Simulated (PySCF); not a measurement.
The calculation's input:

```
{"job": {"kind": "nmr", "xc": "PBE0", "basis": "pcSseg-1", "pop": false}, "charge": -1, "multiplicity": 1}
C     -2.308300     0.062500     0.247600
C     -1.468700     1.118400     0.796700
C     -0.097300     1.110900     0.751900
C      0.817300     0.227600     0.041600
S      2.261000     0.004200     1.120000
H     -2.554000    -0.053400    -0.802200
H     -3.307400    -0.123000     0.767500
H     -1.915000    -0.889500     0.349600
H     -1.876600     1.920900     1.423000
H      0.442800     1.927800     1.287400
H      1.243800     0.645500    -0.870700
H      0.484900    -0.749400    -0.198900
```

Command:

```sh
OMP_NUM_THREADS=1 python probes_run.py task.json out
```

Geometry: GFN2-xTB, MD frame at 250 fs, 600 K.

Computed with PySCF, PBE0/pcSseg-1, SCF density, gas phase, non-relativistic.

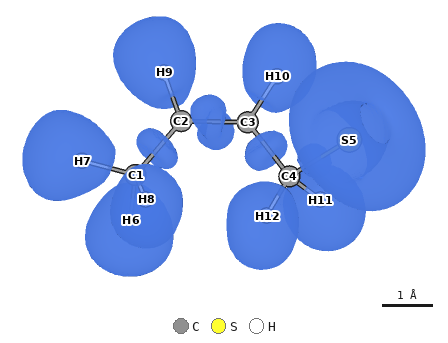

C4H7S (charge −1). Isosurface of the electron localisation function at 0.8 (blue), seen at a tilt. Only the valence region is drawn (cores and ρ < 0.01 e/Å³ removed).

What do the ELF domains correspond to?

At this value the surface marks out three regions between bonded C–C atoms (shared pairs), one region between bonded C–S atoms (shared pairs), seven regions around hydrogen nuclei and one ring or bowl of non-bonding electrons around S. Profiles from the grid: C–C (1.37 Å): the ELF peaks at about 0.95 between the atoms, as expected for a covalent bond. C–S (1.82 Å): the ELF peaks at about 0.90 between the atoms, as expected for a covalent bond.
